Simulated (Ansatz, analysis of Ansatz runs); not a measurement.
## A hop of Li in Li2CdCl4 (Imma), charge −1

Wanted: path and barrier of a jump of Li in Li2CdCl4 (Imma) at charge −1. The case: V_Li hop (4.4 Å), in a cell of 56 host atoms with 1 Li taken out.

Calculated with Ansatz 0.2.0; plane-wave PAW DFT, PBEsol; nudged elastic band between two relaxed defect structures at fixed charge in a uniform background.

**1. The structure**

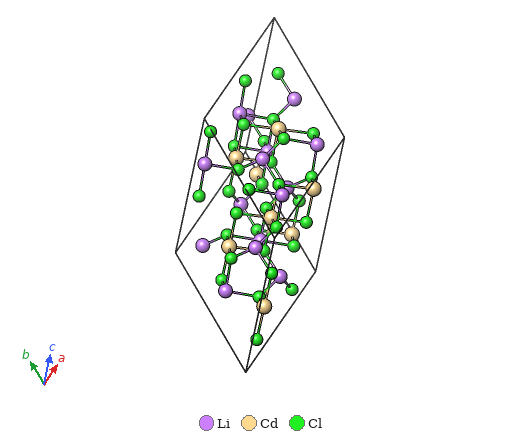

Start, viewed from a free direction; lithium purple, cadmium orange, chlorine green.

The cell holds 55 atoms: 15 Li, 8 Cd and 32 Cl. Its edges and angles: a = 12.949 Å, b = 12.809 Å, c = 10.609 Å, α = 66.4°, β = 65.0°, γ = 48.6°. It derives from Li2CdCl4 (space group Imma). Nearest the centre at fractional (0.089, 0.214, 0.411): Cl52 at 1.12 Å, Li13 at 2.19 Å, Cl35 at 2.82 Å, Cl31 at 2.93 Å, Cl41 at 2.98 Å, Cd16 at 3.31 Å, Li8 at 3.41 Å, Cd20 at 3.45 Å. The cell carries charge −1.

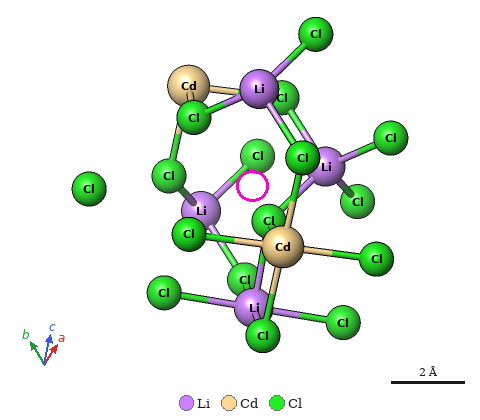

The atoms within 5 Å of the centre. A ring marks the middle of the ideal hop wherever no atom is near it. Bonds to atoms that aren't drawn are left out.

The cell's shortest repeat is 10.6 Å.

**2. Relaxation of the start point, charge −1**

The ends come first: from an unrelaxed start the top is counted from too high an energy, and the barrier comes out too low. Small random displacements break the symmetry of the ideal sites, so that the defect can distort if it gains by it. The charge of −1 is set by the electron count, and a uniform background keeps the cell neutral.

qm1.start/input.yaml

```yaml
crystal:
  lattice:
    - [0.0, 7.62069338, 10.46883164]
    - [7.38023042, 0.0, 10.46883164]
    - [7.38023042, 7.62069338, 0.0]
  atoms:
    - { symbol: Li, position: [0.19605462, 0.44605462, 0.05394538] }
    - { symbol: Li, position: [0.44605462, 0.69605462, 0.30394538] }
    - { symbol: Li, position: [0.69605462, 0.94605462, 0.55394538] }
    - { symbol: Li, position: [0.94605462, 0.19605462, 0.80394538] }
    - { symbol: Li, position: [0.125, 0.625, 0.625] }
    - { symbol: Li, position: [0.375, 0.875, 0.875] }
    - { symbol: Li, position: [0.625, 0.125, 0.125] }
    - { symbol: Li, position: [0.125, 0.125, 0.125] }
    - { symbol: Li, position: [0.375, 0.375, 0.375] }
    - { symbol: Li, position: [0.625, 0.625, 0.625] }
    - { symbol: Li, position: [0.875, 0.875, 0.875] }
    - { symbol: Li, position: [0.05394538, 0.80394538, 0.19605462] }
    - { symbol: Li, position: [0.30394538, 0.05394538, 0.44605462] }
    - { symbol: Li, position: [0.55394538, 0.30394538, 0.69605462] }
    - { symbol: Li, position: [0.80394538, 0.55394538, 0.94605462] }
    - { symbol: Cd, position: [0.0, 0.0, 0.5] }
    - { symbol: Cd, position: [0.25, 0.25, 0.75] }
    - { symbol: Cd, position: [0.5, 0.5, 0.0] }
    - { symbol: Cd, position: [0.75, 0.75, 0.25] }
    - { symbol: Cd, position: [0.0, 0.5, 0.5] }
    - { symbol: Cd, position: [0.25, 0.75, 0.75] }
    - { symbol: Cd, position: [0.5, 0.0, 0.0] }
    - { symbol: Cd, position: [0.75, 0.25, 0.25] }
    - { symbol: Cl, position: [0.13698115, 0.11817834, 0.88182166] }
    - { symbol: Cl, position: [0.38698115, 0.36817834, 0.13182166] }
    - { symbol: Cl, position: [0.63698115, 0.61817834, 0.38182166] }
    - { symbol: Cl, position: [0.88698115, 0.86817834, 0.63182166] }
    - { symbol: Cl, position: [0.24656242, 0.7496538, 0.50343758] }
    - { symbol: Cl, position: [0.49656242, 0.9996538, 0.75343758] }
    - { symbol: Cl, position: [0.74656242, 0.2496538, 0.00343758] }
    - { symbol: Cl, position: [0.99656242, 0.4996538, 0.25343758] }
    - { symbol: Cl, position: [0.11817834, 0.63698115, 0.86301885] }
    - { symbol: Cl, position: [0.36817834, 0.88698115, 0.11301885] }
    - { symbol: Cl, position: [0.61817834, 0.13698115, 0.36301885] }
    - { symbol: Cl, position: [0.86817834, 0.38698115, 0.61301885] }
    - { symbol: Cl, position: [0.2496538, 0.24656242, 0.0003462] }
    - { symbol: Cl, position: [0.4996538, 0.49656242, 0.2503462] }
    - { symbol: Cl, position: [0.7496538, 0.74656242, 0.5003462] }
    - { symbol: Cl, position: [0.9996538, 0.99656242, 0.7503462] }
    - { symbol: Cl, position: [0.0003462, 0.00343758, 0.2496538] }
    - { symbol: Cl, position: [0.2503462, 0.25343758, 0.4996538] }
    - { symbol: Cl, position: [0.5003462, 0.50343758, 0.7496538] }
    - { symbol: Cl, position: [0.7503462, 0.75343758, 0.9996538] }
    - { symbol: Cl, position: [0.13182166, 0.61301885, 0.38698115] }
    - { symbol: Cl, position: [0.38182166, 0.86301885, 0.63698115] }
    - { symbol: Cl, position: [0.63182166, 0.11301885, 0.88698115] }
    - { symbol: Cl, position: [0.88182166, 0.36301885, 0.13698115] }
    - { symbol: Cl, position: [0.00343758, 0.5003462, 0.74656242] }
    - { symbol: Cl, position: [0.25343758, 0.7503462, 0.99656242] }
    - { symbol: Cl, position: [0.50343758, 0.0003462, 0.24656242] }
    - { symbol: Cl, position: [0.75343758, 0.2503462, 0.49656242] }
    - { symbol: Cl, position: [0.11301885, 0.13182166, 0.36817834] }
    - { symbol: Cl, position: [0.36301885, 0.38182166, 0.61817834] }
    - { symbol: Cl, position: [0.61301885, 0.63182166, 0.86817834] }
    - { symbol: Cl, position: [0.86301885, 0.88182166, 0.11817834] }
total_charge: -1
basis:
  ecutwfc: 420
  xc_grid: 2
hamiltonian:
  xc: pbesol
kpoints:
  mp_grid: { grid: [1, 1, 1], shift: [0.25, 0.25, 0.25] }
scf:
  occupations: { method: fixed }
  max_iter: 100
output:
  forces: true
relax:
  f_tol: 0.02
  max_steps: 70
  random_displacement: { amplitude: 0.03, seed: 4832 }
```

Started as:

```bash
ansatz run input.yaml --threads 4 --pin off --max-ram 14131MiB --backend cpu --events-out ev --progress --plain --runs-dir out
```

Numbers of over 12 decimals in the logs are rounded to 6 here.

Output:

```text
[... repeated set-up lines and file paths are left out, and long positions are rounded to six places ...]
The last accepted step is kept in <dir> (removed where the run ends without a failure and the disk answers)
Engine: ansatz 0.2.0, aarch64-unknown-linux-gnu
Pseudopotentials: kind: paw
Pseudopotential: Li, paw, valence charge 3, recommended cutoff 420 eV (normal), Li.paw.azcp
Pseudopotential: Cd, paw, valence charge 20, recommended cutoff 420 eV (normal), Cd.paw.azcp
Pseudopotential: Cl, paw, valence charge 7, recommended cutoff 420 eV (normal), Cl.paw.azcp
Functional definition: PBEsol
  exchange = pbesol_x
  correlation = pbesol_c
Crystal: 55 atoms, lattice volume = 1177.586 Å³
Basis set: ecut = 420 eV, 23051 PW (Γ), exchange–correlation on 180×180×144 points (8 copies of the dense FFT grid, shifted against one another)
Bands: 270, of which v1, the nominal top of the filled ones, is band 215 counted from 1 (214 counted from 0)
Symmetry: 1 space group operations
k-points: 1
Non-local potential: Li, projectors of the file, l = 0: 3, l = 1: 2, l = 2: 1
Non-local potential: Cd, projectors of the file, l = 0: 3, l = 1: 2, l = 2: 2, l = 3: 1
Non-local potential: Cl, projectors of the file, l = 0: 2, l = 1: 2, l = 2: 2
PAW form: soft (Blöchl's): semilocal exchange-correlation on the pseudo side does not see the compensation charge
PAW frozen core: Cd, regenerated for the run's functional, and the local potential with it (the file was generated under x = pbe(κ = 0.804, μ = 0.219515), c = pbe(β = 0.066725))
PAW frozen core: Cl, regenerated for the run's functional, and the local potential with it (the file was generated under x = pbe(κ = 0.804, μ = 0.219515), c = pbe(β = 0.066725))
PAW one-centre angular grid: Li, 110 points (default); XC on 64 Gauss nodes
PAW one-centre angular grid: Cd, 590 points (default); XC on 64 Gauss nodes
PAW one-centre angular grid: Cl, 110 points (default); XC on 64 Gauss nodes
Initial density: superposition of atomic densities (neutral atoms scaled as one to the charged cell's electrons: chi_scale 0, normalization atom), corrected by the library's trained network
Initial wavefunctions: pseudopotential atomic-orbital guess
Functional: x = pbesol(κ = 0.804, μ = 0.123457), c = pbesol(β = 0.046)
SCF iter   1: F=—  HF=-102540.362883 eV  |F-HF|=—  |Δ(HF+E_count)|=         —  Δρ=9.40e-3  dr2=1.11e0  ethr=1.77e-3  ⟨swp⟩=5.0  Hψ=780  notcnv=0  defer=53
preconditioner: auto → Resta (q_TF=auto, 2.307 Å⁻¹)  ε∞=3.5  [insulator: Δε(μ)=3.571 eV  Ē_g=12.602 eV  n_scr=242 (ndim 8)  ℏωp=19.8 eV  f_vac=0.063  ε∞_Penn≈3.5]
SCF iter   2: F=—  HF=-102540.001124 eV  |F-HF|=—  |Δ(HF+E_count)|=   3.62e-1  Δρ=2.38e-3  dr2=9.60e-2  ethr=2.59e-4  ⟨swp⟩=3.0  Hψ=497  notcnv=0  defer=53
SCF iter   3: F=—  HF=-102539.976169 eV  |F-HF|=—  |Δ(HF+E_count)|=   2.50e-2  Δρ=8.85e-4  dr2=1.25e-2  ethr=2.23e-5  ⟨swp⟩=2.0  Hψ=346  notcnv=0  defer=53
SCF iter   4: F=—  HF=-102539.976693 eV  |F-HF|=—  |Δ(HF+E_count)|=   5.24e-4  Δρ=2.60e-4  dr2=9.13e-4  ethr=2.91e-6  ⟨swp⟩=2.0  Hψ=361  notcnv=0  defer=53
SCF iter   5: F=—  HF=-102539.978809 eV  |F-HF|=—  |Δ(HF+E_count)|=   2.12e-3  Δρ=6.96e-5  dr2=6.58e-5  ethr=2.12e-7  ⟨swp⟩=2.0  Hψ=430  notcnv=0  defer=50
SCF iter   6: F=—  HF=-102539.978907 eV  |F-HF|=—  |Δ(HF+E_count)|=   9.81e-5  Δρ=4.12e-5  dr2=1.61e-5  ethr=2.33e-9  ⟨swp⟩=4.0  Hψ=840  notcnv=0
SCF iter   7: F=-102539.978916 eV  HF=-102539.978914 eV  |F-HF|=2.29e-6  |Δ(HF+E_count)|=   6.73e-6  Δρ=9.50e-6  dr2=1.35e-6  ethr=2.33e-9  ⟨swp⟩=4.0  Hψ=731  notcnv=0
SCF 1 converged in 7 iterations: F = -102539.978916 eV  dr2 = 1.35e-6
  greatest PAW one-centre occupation: 1.000 electrons in one spin orbital (limit 2), on the Cd atom at site 18 (counted from 0), in its partial waves of l = 0
relax step   1: F+E_penalty+E_count = -102539.97891588 eV  Δ(F+E_penalty+E_count) = +0.000e0 eV  max|allowed force component| = 7.278e-1 eV/Å  Δτ_max = 0.0000 Å  (7 SCF iters, dr2 threshold 1.00e-5 eV, accepted)
[... the SCF cycles and remarks between the steps are left out from here to the last step ...]
relax step   2: F+E_penalty+E_count = -102540.31981271 eV  Δ(F+E_penalty+E_count) = -3.409e-1 eV  max|allowed force component| = 1.494e-1 eV/Å  Δτ_max = 0.1944 Å  (6 SCF iters, dr2 threshold 3.31e-5 eV, accepted)
relax step   3: F+E_penalty+E_count = -102540.33841299 eV  Δ(F+E_penalty+E_count) = -1.860e-2 eV  max|allowed force component| = 2.044e-1 eV/Å  Δτ_max = 0.2000 Å  (7 SCF iters, dr2 threshold 1.39e-6 eV, accepted)
relax step   4: F+E_penalty+E_count = -102540.37261081 eV  Δ(F+E_penalty+E_count) = -3.420e-2 eV  max|allowed force component| = 1.244e-2 eV/Å  Δτ_max = 0.1311 Å  (6 SCF iters, dr2 threshold 2.61e-6 eV, accepted)
iter 1 solved again at ethr=9.44e-11 eV; its pass at ethr=3.10e-3 eV (dr2=4.06e-7 eV) is discarded
SCF iter   1: F=—  HF=-102540.372488 eV  |F-HF|=—  |Δ(HF+E_count)|=         —  Δρ=6.16e-6  dr2=4.07e-7  ethr=9.44e-11  ⟨swp⟩=1.0  Hψ=582  notcnv=0  defer=47
SCF iter   2: F=—  HF=-102540.372611 eV  |F-HF|=—  |Δ(HF+E_count)|=   1.23e-4  Δρ=2.01e-6  dr2=9.09e-8  ethr=2.33e-11  ⟨swp⟩=2.0  Hψ=848  notcnv=0
SCF iter   3: F=-102540.372611 eV  HF=-102540.372611 eV  |F-HF|=5.15e-8  |Δ(HF+E_count)|=   1.16e-7  Δρ=1.11e-6  dr2=3.21e-8  ethr=2.11e-11  ⟨swp⟩=2.0  Hψ=722  notcnv=0
SCF 5 converged in 3 iterations: F = -102540.372611 eV  dr2 = 3.21e-8
relax step   5: F+E_penalty+E_count = -102540.37261100 eV  Δ(F+E_penalty+E_count) = -1.842e-7 eV  max|allowed force component| = 1.242e-2 eV/Å  Δτ_max = 0.0000 Å  (3 SCF iters, accepted)
SCF converged after 3 iterations
Free energy (F): -102540.372611 eV
Harris-Foulkes:  -102540.372611 eV  (|F-HF|=5.15e-8)
Internal energy: -102540.372611 eV  (E = F + TS)
E sigma→0 (E₀):  -102540.372611 eV
Fermi energy:    2.526291 eV
--- Per-component energies (eV) ---
  E_band       = -6378.021160
  E_kinetic    = 9529.318957
  E_local      = -48711.429335  (includes V_loc(G=0)·N_el)
  E_nonlocal   = 740.776670
  E_hartree    = 21180.170039
  E_xc         = -4958.516465
  E_vxc        = -5864.703195  (∫ρ·V_xc dr)
  E_paw        = -52959.937534  (= ΣΔE_a)
  E_vpaw       = -4432.327129  (= ΣTr[D̂ρ^β])
  E_aug_tail   = 0.003287  (compensation charges beyond the density's cutoff)
  E_ewald      = -27366.003735
  E_core_change = 5.245505  (= ΣΔE_core)
  E_smearing   = -0.000000  (= −TS)
  E_closure    = -0.000000  (closes the sum)
  E_deformation_potential = -10.802585  (in the stress; not in F)
  Σ components = -102540.372611   (vs F -102540.372611, Δ=0.00e0)
--- Forces (eV/Å), atoms counted from 1 ---
  atom   1  Li    -0.01241825    -0.00278746     0.00450175
  atom   2  Li    -0.00057560    -0.00135411    -0.00261072
  [... 1 atom left out ...]
  atom   4  Li    -0.00100697     0.00250526    -0.00311492
  [... 3 atoms left out ...]
  atom   8  Li    -0.00032387    -0.00241950    -0.00458830
  [... 4 atoms left out ...]
  atom  13  Li    -0.00054377     0.00057520     0.00387709
  [... 2 atoms left out ...]
  atom  16  Cd     0.00033366     0.00027450    -0.00095510
  [... 3 atoms left out ...]
  atom  20  Cd    -0.00208390    -0.00325217     0.00195481
  [... 10 atoms left out ...]
  atom  31  Cl     0.00585830     0.00049895    -0.00606706
  [... 3 atoms left out ...]
  atom  35  Cl    -0.00064711    -0.00154111     0.00068574
  [... 5 atoms left out ...]
  atom  41  Cl    -0.00263469    -0.00137288     0.00329360
  [... 9 atoms left out ...]
  atom  51  Cl    -0.00509226    -0.00231082     0.00253856
  atom  52  Cl    -0.00057895    -0.00117637     0.00267515
  [... 3 atoms left out ...]
  max |Σ_I F_I| component: 2.31e-5 eV/Å
--- Relaxed structure (5 steps of the walk, 5 accepted, 0 SCFs on fresh bases) ---
  F+E_penalty+E_count = -102540.37261100 eV   max|allowed force component| = 1.242e-2 eV/Å
  atoms:
    - { symbol: Li, position: [0.194233, 0.448743, 0.056098] }
    - { symbol: Li, position: [0.440477, 0.701772, 0.305448] }
    [... 1 atom left out ...]
    - { symbol: Li, position: [0.944618, 0.197793, 0.809182] }
    [... 3 atoms left out ...]
    - { symbol: Li, position: [0.119875, 0.131562, 0.130717] }
    [... 4 atoms left out ...]
    - { symbol: Li, position: [0.309042, 0.048223, 0.444996] }
    [... 2 atoms left out ...]
    - { symbol: Cd, position: [-0.003515, 0.009127, 0.500087] }
    [... 3 atoms left out ...]
    - { symbol: Cd, position: [-0.000304, 0.494169, 0.497253] }
    [... 10 atoms left out ...]
    - { symbol: Cl, position: [1.000625, 0.502301, 0.249799] }
    [... 3 atoms left out ...]
    - { symbol: Cl, position: [0.865870, 0.388381, 0.627065] }
    [... 5 atoms left out ...]
    - { symbol: Cl, position: [0.253731, 0.249801, 0.499959] }
    [... 9 atoms left out ...]
    - { symbol: Cl, position: [0.748923, 0.247619, 0.500849] }
    - { symbol: Cl, position: [0.127164, 0.117998, 0.366239] }
    [... 3 atoms left out ...]
```

Run time: 44 s. Hardware: 4 threads of Arm Neoverse V2, shared host; peak memory 1.9 GiB; 2.8 min of CPU time.

The steps of the relaxation:

```csv
step,energy less that of the first step (eV),largest force component (eV/Å)
1,0.0000,0.7278
2,-0.3409,0.1494
3,-0.3595,0.2044
4,-0.3937,0.0124
5,-0.3937,0.0124
```

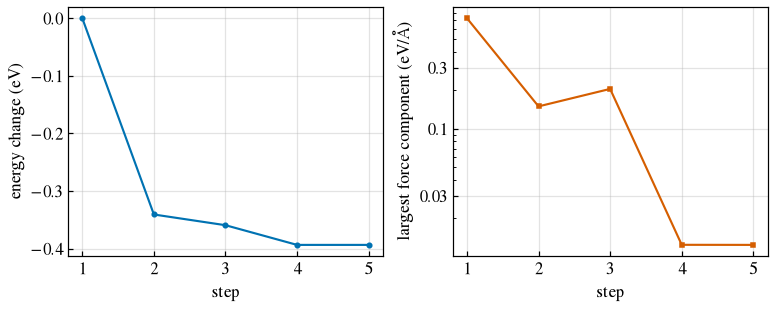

Energy and largest force along the relaxation.

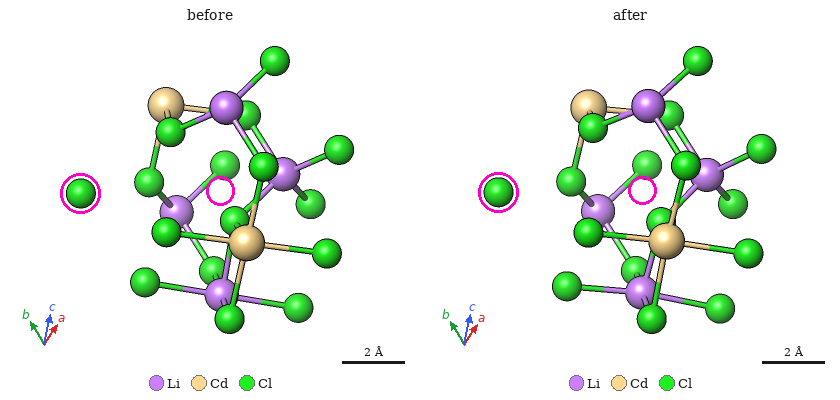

Before and after: the atoms that start within 5 Å of the centre. Cl26, which moves most, is ringed if it is among them. A ring with no atom in it marks the middle of the ideal hop. Bonds to atoms that aren't drawn are left out.

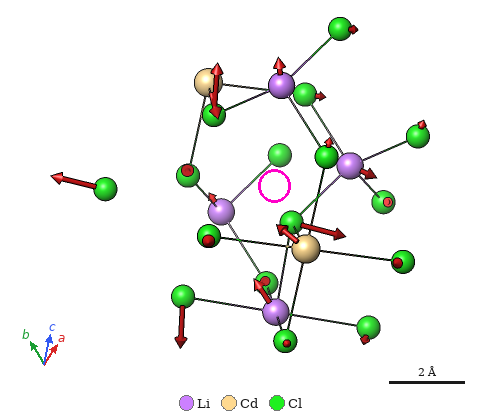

Displacements in the relaxation from the typed sites near the centre, exaggerated; the longest in the cell stands for 0.15 Å. A ring marks the middle of the ideal hop wherever no atom is near it. Bonds to atoms that aren't drawn are left out.

The atoms that moved most (Å, from the sites as typed, ahead of the random displacement):

```csv
atom,dx,dy,dz,length
Cl26,0.117,-0.094,-0.009,0.150
Cl52,-0.117,0.092,0.005,0.148
Cl35,0.114,0.088,-0.008,0.144
Cl47,-0.114,-0.085,0.008,0.143
Li10,-0.094,0.000,-0.014,0.095
Cd16,0.068,-0.028,0.060,0.095
Cd19,-0.064,0.024,-0.064,0.094
Cd23,0.064,0.026,0.063,0.093
```

Neighbours of Li13 at the end:

```csv
atom,distance (Å)
Cl52,2.308
Cl45,2.363
Cl50,2.412
Cl41,2.435
Cl26,4.157
Cd16,4.173
Cd21,4.178
Cl28,4.202
Cl39,4.229
Li2,4.235
```

Read from the output:

```yaml
free_energy: -102540.3726 eV
r_m_s_move_of_the_farther_half_of_the_atoms: 0.03100 Å
largest_move_from_the_ideal_geometry_of_this_structure_a_common_shift_of_the_far_atoms_taken_out: 0.1507 Å
```

The relaxation gained 0.394 eV and ended with a largest force component of 0.012 eV/Å.

(Continued in part 2 of 4.)

[Logs are printed without paths, hosts, clocks, repeated set-up lines and the standing remarks that a program may print on its own settings, such as how far it seeks lower states.]

[Hosts, paths, dates, database ids (printed as entryN), source tags and the programs' standing remarks are cut or masked in the printed files.]
